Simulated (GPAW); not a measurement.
# CO/Ag(111) in an electric field, part 2 of 2

How does CO/Ag(111) screen a perpendicular field?

GPAW 26.7.0; GPAW, PAW setups; slab in vacuum.

So far, dipole along the normal (e·Å): step 2 (relaxing the atoms) -0.0299; step 3 (the slab's potential) -0.0301; step 4 (field on) -0.130.

## (5) In a field

The input, run.py:

```python
import json
import numpy as np
from ase import Atoms
from gpaw import GPAW, PW
from gpaw.external import ConstantElectricField

slab = Atoms(
    ['Ag', 'Ag', 'Ag', 'Ag', 'C', 'O'],
    positions=[
        [0.00000, 0.00000, 7.00000],
        [1.44603, 0.83487, 9.36136],
        [2.89207, 1.66974, 11.75401],
        [-0.00000, 0.00000, 14.13435],
        [1.44603, 0.83487, 16.30217],
        [1.44603, 0.83487, 17.45229]],
    cell=[[2.89207, 0.0, 0.0], [1.44603, 2.5046, 0.0], [0.0, 0.0, 23.69187]],
    pbc=[True, True, False])

slab.calc = GPAW(mode=PW(500), xc='PBE', kpts={'size': (12, 12, 1), 'gamma': True},
                 occupations={'name': 'fermi-dirac', 'width': 0.1}, nbands='140%',
                 convergence={'density': 1e-05}, maxiter=200,
                 poissonsolver={'dipolelayer': 'xy'},
                 external=ConstantElectricField(-0.1, [0, 0, 1]),
                 symmetry={'tolerance': 1e-3}, txt='slab.txt')
result = {}
energy = slab.get_potential_energy()
fermi = slab.calc.get_fermi_level()
v = slab.calc.get_electrostatic_potential().mean((0, 1)) - fermi
n = slab.calc.get_pseudo_density().mean((0, 1))
L = slab.cell[2, 2]
z = np.arange(len(v)) * L / len(v)
low, high = slab.positions[:, 2].min(), slab.positions[:, 2].max()
below, above = np.interp([low - 4.8, high + 4.8], z, v)
slopes = [np.interp(x, z, np.gradient(v, z)) for x in (low - 4.8, high + 4.8)]
eps = np.array([[slab.calc.get_eigenvalues(k, s) for k in range(len(slab.calc.get_ibz_k_points()))]
                for s in range(slab.calc.get_number_of_spins())]) - fermi
top, bottom = eps[eps < 0].max(), eps[eps > 0].min()
dipole = slab.get_dipole_moment()[2]
print(f'energy {energy:.4f} eV, Fermi level {fermi:.4f} eV, dipole {dipole:.5f} e A')
print(f'potential 4.8 A off the faces, from the Fermi level: lower {below:.4f} eV, upper {above:.4f} eV')
print(f'slope of the potential there: lower {slopes[0]:.5f}, upper {slopes[1]:.5f} eV/A')
print(f'nearest levels on the mesh: {top:.4f} and {bottom:.4f} eV')
print('magnetic moment', round(slab.get_magnetic_moment(), 3))
result.update(energy=energy, fermi=fermi, dipole=dipole, below=below, above=above, slopes=slopes, edges=[top, bottom],
              z=z.tolist(), v=v.tolist(), n=n.tolist(), positions=slab.positions.tolist(),
              forces=slab.get_forces(apply_constraint=False).tolist(), moments=slab.get_magnetic_moments().tolist())
json.dump(result, open('result.json', 'w'))
```

Run with:

```console
> OMP_NUM_THREADS=1 OPENBLAS_NUM_THREADS=1 python run.py
```

Output:

```text
energy -25.0071 eV, Fermi level 1.5425 eV, dipole -0.08006 e A
potential 4.8 A off the faces, from the Fermi level: lower 3.8603 eV, upper 5.8600 eV
slope of the potential there: lower -0.00112, upper 0.00121 eV/A
nearest levels on the mesh: -0.0098 and 0.0879 eV
magnetic moment 0.0
```

The job ended after 19 min (1 thread of Arm Neoverse N1, shared host; peak memory 0.62 GiB).

Numbers from this step:

| Property | Result |
| --- | --- |
| dipole along the normal | -0.08006 e·Å |
| levels nearest the Fermi level on the mesh | -0.009767, 0.08793 eV from the Fermi level |
| potential below the slab, the applied field's own ramp left out | 3.860 eV from the Fermi level |
| potential above the slab, the applied field's own ramp left out | 5.860 eV from the Fermi level |

The electrostatic potential energy of an electron (without an applied field's), less the Fermi level, planar mean oscillates, so the rows of the table below give means over windows of 2.42 Å about each position, cut where the curve ends. Its maxima inside the range that stand out by 2 % of the span (Å: eV): 8.2: 0.375, 10.5: 0.840, 13.0: 1.00, 15.4: 1.64, 17.0: -1.98, 23.1: 5.86. Its minima: 7.0: -21.1, 9.4: -21.0, 11.8: -20.8, 14.1: -20.9, 16.3: -12.3, 17.4: -10.2.

Electrostatic potential energy of an electron (without an applied field's), less the Fermi level, planar mean against z; means over each step:

```csv
z (Å),"electrostatic potential energy of an electron (without an applied field's), less the Fermi level, planar mean (eV)"
1.21,3.94
3.63,3.83
6.05,-4.95
8.47,-8.73
10.89,-8.18
13.31,-8.16
15.73,-4.18
18.15,0.916
20.57,5.86
22.99,5.80
```

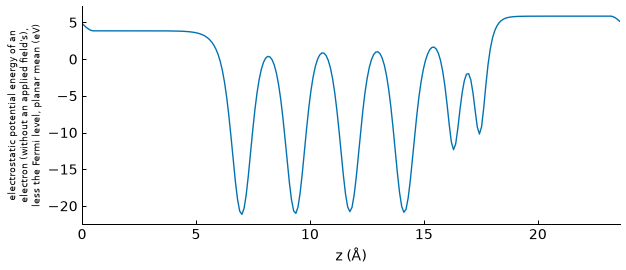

Electrostatic potential energy of an electron (without an applied field's), less the Fermi level, planar mean, plotted against z.

Force by atom:

```csv
atom,x (eV/Å),y (eV/Å),z (eV/Å),size
Ag1,0.000,0.000,-0.171,0.171
Ag2,0.000,0.000,0.146,0.146
Ag3,0.000,0.000,0.006,0.006
Ag4,0.000,0.000,0.003,0.003
C5,0.000,0.000,-0.044,0.044
O6,0.000,0.000,0.025,0.025
```

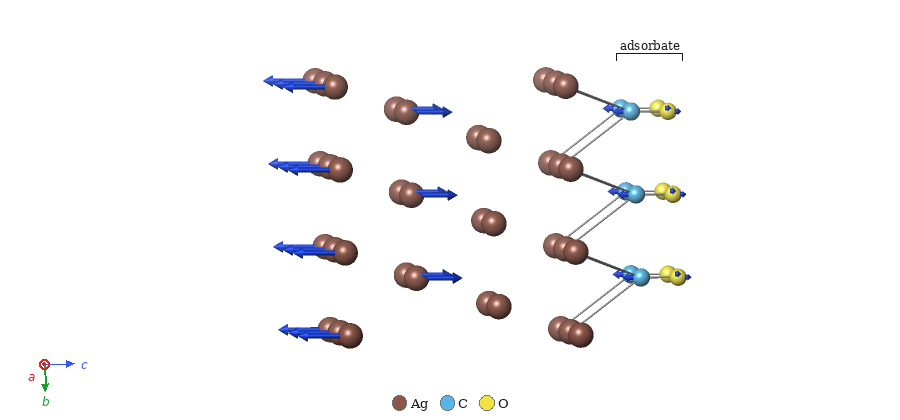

Force as arrows, the longest 0.171 eV/Å. Bonds to atoms that aren't drawn are left out. 2×3×1 cells are drawn. Some periodic images of atoms are drawn too.

The dipole is now -0.0801 e Å, against -0.030 in the run without a field.

## (6) In a field

Changes to run.py since step 5:

```diff
@@ -22,3 +22,3 @@
                  poissonsolver={'dipolelayer': 'xy'},
-                 external=ConstantElectricField(-0.1, [0, 0, 1]),
+                 external=ConstantElectricField(-0.05, [0, 0, 1]),
                  symmetry={'tolerance': 1e-3}, txt='slab.txt')
```

Output:

```text
energy -25.0039 eV, Fermi level 1.5358 eV, dipole -0.05510 e A
potential 4.8 A off the faces, from the Fermi level: lower 4.1861 eV, upper 5.5622 eV
slope of the potential there: lower -0.00120, upper 0.00122 eV/A
nearest levels on the mesh: -0.0071 and 0.0886 eV
magnetic moment 0.0
```

Wall time 17 min (1 thread); peak memory 0.62 GiB.

## (7) In a field

Changes to run.py since step 6:

```diff
@@ -22,3 +22,3 @@
                  poissonsolver={'dipolelayer': 'xy'},
-                 external=ConstantElectricField(-0.05, [0, 0, 1]),
+                 external=ConstantElectricField(0.05, [0, 0, 1]),
                  symmetry={'tolerance': 1e-3}, txt='slab.txt')
```

Output:

```text
energy -25.0012 eV, Fermi level 1.5222 eV, dipole -0.00520 e A
potential 4.8 A off the faces, from the Fermi level: lower 4.8380 eV, upper 4.9675 eV
slope of the potential there: lower -0.00137, upper 0.00124 eV/A
nearest levels on the mesh: -0.0010 and 0.0896 eV
magnetic moment 0.0
```

It took 19 min on 1 thread; peak memory 0.62 GiB.

The electrostatic potential energy of an electron (without an applied field's), less the Fermi level, planar mean oscillates, so the rows of the table below give means over windows of 2.42 Å about each position, cut where the curve ends. Its maxima inside the range that stand out by 2 % of the span (Å: eV): 8.2: 0.930, 10.5: 1.04, 13.0: 0.833, 15.4: 1.09, 17.0: -2.73. Its minima: 7.0: -20.4, 9.4: -20.6, 11.8: -20.8, 14.1: -21.2, 16.3: -13.0, 17.4: -11.0.

Table of electrostatic potential energy of an electron (without an applied field's), less the Fermi level, planar mean by z; means over each step:

```csv
z (Å),"electrostatic potential energy of an electron (without an applied field's), less the Fermi level, planar mean (eV)"
1.21,4.84
3.63,4.81
6.05,-4.09
8.47,-8.22
10.89,-8.04
13.31,-8.38
15.73,-4.76
18.15,0.0623
20.57,4.97
22.99,4.96
```

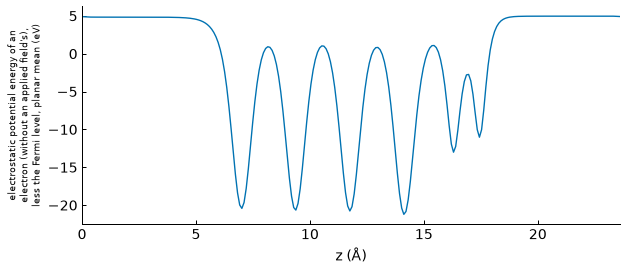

Electrostatic potential energy of an electron (without an applied field's), less the Fermi level, planar mean against z.

## (8) In a field

Changes to run.py since step 7:

```diff
@@ -22,3 +22,3 @@
                  poissonsolver={'dipolelayer': 'xy'},
-                 external=ConstantElectricField(0.05, [0, 0, 1]),
+                 external=ConstantElectricField(0.1, [0, 0, 1]),
                  symmetry={'tolerance': 1e-3}, txt='slab.txt')
```

Output:

```text
energy -25.0017 eV, Fermi level 1.5153 eV, dipole 0.01984 e A
potential 4.8 A off the faces, from the Fermi level: lower 5.1653 eV, upper 4.6694 eV
slope of the potential there: lower -0.00146, upper 0.00123 eV/A
nearest levels on the mesh: -0.0495 and 0.0013 eV
magnetic moment 0.0
```

Elapsed: 20 min, on 1 thread; peak memory 0.62 GiB.

The electrostatic potential energy of an electron (without an applied field's), less the Fermi level, planar mean oscillates, so the rows of the table below give means over windows of 2.42 Å about each position, cut where the curve ends. Its maxima inside the range that stand out by 2 % of the span (Å: eV): 8.2: 1.12, 10.5: 1.11, 13.0: 0.776, 15.4: 0.909, 17.0: -2.98. Its minima: 7.0: -20.2, 9.4: -20.5, 11.8: -20.8, 14.1: -21.3, 16.3: -13.2, 17.4: -11.3.

Electrostatic potential energy of an electron (without an applied field's), less the Fermi level, planar mean against z; means over each step:

```csv
z (Å),"electrostatic potential energy of an electron (without an applied field's), less the Fermi level, planar mean (eV)"
1.21,5.15
3.63,5.13
6.05,-3.81
8.47,-8.05
10.89,-7.99
13.31,-8.46
15.73,-4.96
18.15,-0.223
20.57,4.67
22.99,4.68
```

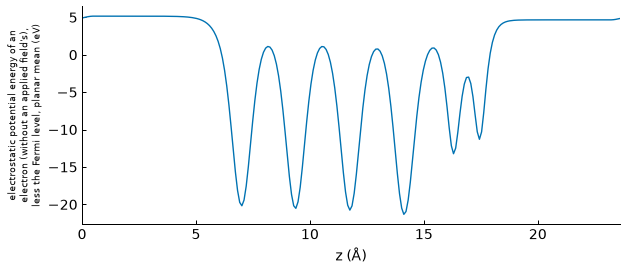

Electrostatic potential energy of an electron (without an applied field's), less the Fermi level, planar mean against z.

The dipole is now 0.0198 e Å, against -0.030 in the run without a field.

## (9) Field on

Changes to run.py since step 8:

```diff
@@ -22,3 +22,3 @@
                  poissonsolver={'dipolelayer': 'xy'},
-                 external=ConstantElectricField(0.1, [0, 0, 1]),
+                 external=ConstantElectricField(0.2, [0, 0, 1]),
                  symmetry={'tolerance': 1e-3}, txt='slab.txt')
```

Output:

```text
energy -25.0065 eV, Fermi level 1.5010 eV, dipole 0.06983 e A
potential 4.8 A off the faces, from the Fermi level: lower 5.8202 eV, upper 4.0756 eV
slope of the potential there: lower -0.00171, upper 0.00125 eV/A
nearest levels on the mesh: -0.0524 and 0.0073 eV
magnetic moment 0.0
```

Elapsed: 16 min, on 1 thread; peak memory 0.62 GiB.

The dipole is now 0.0698 e Å, against -0.030 in the run without a field.

## (10) Field on

Changes to run.py since step 9:

```diff
@@ -22,3 +22,3 @@
                  poissonsolver={'dipolelayer': 'xy'},
-                 external=ConstantElectricField(0.2, [0, 0, 1]),
+                 external=ConstantElectricField(0.3, [0, 0, 1]),
                  symmetry={'tolerance': 1e-3}, txt='slab.txt')
```

Output:

```text
energy -25.0164 eV, Fermi level 1.4862 eV, dipole 0.11992 e A
potential 4.8 A off the faces, from the Fermi level: lower 6.4777 eV, upper 3.4821 eV
slope of the potential there: lower -0.00206, upper 0.00127 eV/A
nearest levels on the mesh: -0.0555 and 0.0134 eV
magnetic moment 0.0
```

The job ended after 17 min (1 thread; peak memory 0.62 GiB).

The dipole is now 0.120 e Å, against -0.030 in the run without a field.

## (11) The series

The members are put on one axis.

This step: induced dipole against applied field (GPAW 26.7.0).

The dipole along the normal by field:

```csv
field (V/Å),dipole along the normal (e·Å)
-0.200,-0.130
-0.100,-0.0801
-0.050,-0.0551
0.000,-0.0301
0.050,-0.00520
0.100,0.0198
0.200,0.0698
0.300,0.120
```

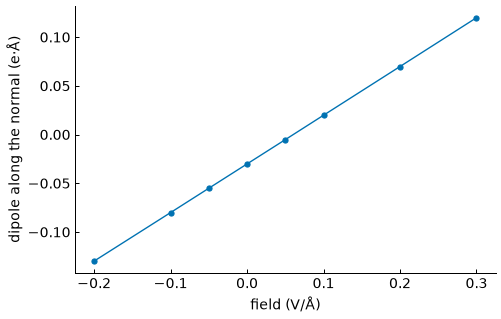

Dipole along the normal, plotted against field.

## (12) Results

```json
{
 "work function, upper and lower face": "5.265 and 4.511 eV",
 "dipole along the normal": "-0.0301 e Å",
 "induced dipole per field": "0.500 e Å per V/Å",
 "out-of-plane polarisability per area, α/(ε0 A)": "12.5 Å"
}
```

**Reading.** The field induces 0.500 e Å per V/Å, a polarisable thickness α/(ε0 A) of 12.5 Å beside 10.5 Å between the outermost nuclei. A perfect conductor would give the distance between its two image planes; a dielectric of thickness t gives t(1 - 1/ε). The two faces differ by 0.75 eV, the step that the slab's dipole makes (e p/(ε0 A) gives 0.75 eV), so the dipole layer is needed. The induced dipole is linear in the field over this range. The cell of 7.24 Å² holds one CO, started on one chosen site; other sites and coverages weren't tried. The in-plane lattice was kept as typed, which isn't the functional's own and leaves some strain; spin-orbit coupling and temperature are left out.

[Logs are printed without paths, hosts, clocks, repeated set-up lines and the standing remarks that a program may print on its own settings, such as how far it seeks lower states.]

[Hosts, paths, dates, database ids (printed as entryN), source tags and the programs' standing remarks are cut or masked in the printed files.]
